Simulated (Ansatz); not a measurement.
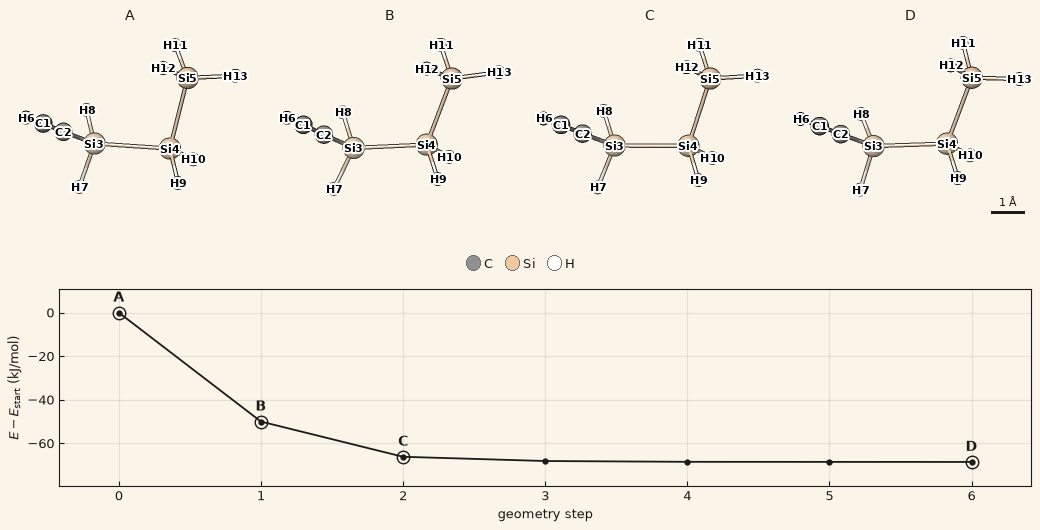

Frames of a relaxation of C2H8Si3, marked on the history of the run. Style: ball-and-stick. Shown from a free direction.

The run prepares the start of a later molecular dynamics calculation, from a guessed geometry.

These are results of RKS revPBE/STO-3G in Ansatz, not measurements. (no spin polarisation; force threshold 0.02 eV/Å; at most 40 steps)

Q: What happens along the run?

A: The largest move after the best rigid fit is that of H11, 0.25 Å. Largest moves by element: H 0.25 Å, Si 0.18 Å, C 0.13 Å. Near-neighbour distances that change, for instance: Si4–Si5 2.346 → 2.263 Å, C1–C2 1.152 → 1.220 Å, Si3–H7 1.530 → 1.462 Å, Si4–H9 1.525 → 1.460 Å. Among the angles between lasting bonds that change: Si3–Si4–Si5 102.4° → 114.6°, C2–Si3–H8 112.6° → 107.4°, Si3–Si4–H10 112.7° → 107.5°. The energy falls by 68.5 kJ/mol in 6 geometry steps. Largest force component: 11 eV/Å at the start, 0.0068 eV/Å at the end. From step 0 to 1: Si4 moves most (0.19 Å), energy −50.0 kJ/mol. From step 1 to 2: H7 moves most (0.14 Å), energy −16.2 kJ/mol. From step 2 to 6: H12 moves most (0.15 Å), energy −2.37 kJ/mol.

Limits of the set-up: STO-3G is a minimal basis, so the numbers are rough.
